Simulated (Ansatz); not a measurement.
System: ClGeH$_{2}$···HF (doublet).

```yaml
atoms:
  - { symbol: Ge, position_ang: [-0.2051, 0.3559, -0.1178] }
  - { symbol: H, position_ang: [-0.0482, 0.0836, 2.9810] }
  - { symbol: H, position_ang: [1.3315, 0.2536, -0.2000] }
  - { symbol: Cl, position_ang: [-0.8454, 1.4650, -1.8829] }
  - { symbol: H, position_ang: [-0.8847, -1.0260, -0.2005] }
  - { symbol: F, position_ang: [0.3379, -0.5855, 2.4686] }
```

These are results of UKS CAM-B3LYP/def2-SVP in Ansatz 0.2.0, not measurements.

What can the converged electron density, electron localisation function and spin density tell about the bonding?

Answer. Ge–Cl (2.18 Å): ρ at the midpoint is about 0.68 e/Å³; the ELF peaks at about 0.85 in the valence shell of Cl, 0.8 Å from its nucleus, and is about 0.60 at the midpoint.
Ge–H (1.54 Å): ρ at the midpoint is about 1 e/Å³; the ELF climbs to about 1 towards the hydrogen.
The unpaired spin (1 electron) lies mostly on Ge1 (about 0.7) and Cl4 (about 0.1), in electrons by Hirshfeld's partition.

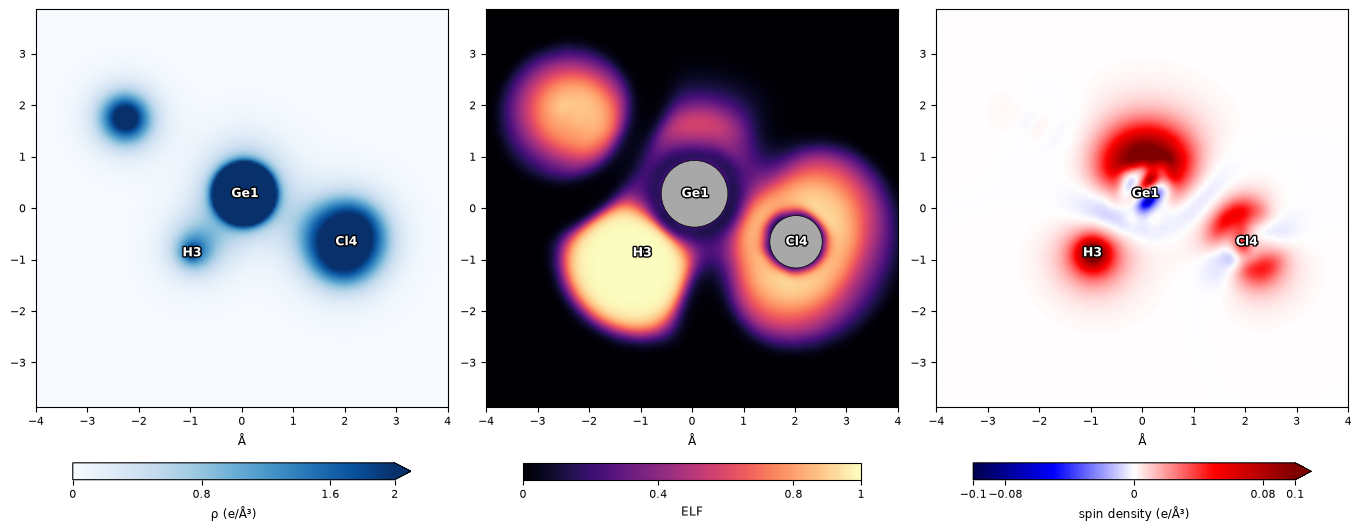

Computed electron density, electron localisation function and spin density on the plane of atoms H3, Ge1 and Cl4, in this order. Grey discs cover the atomic cores in the ELF map. 
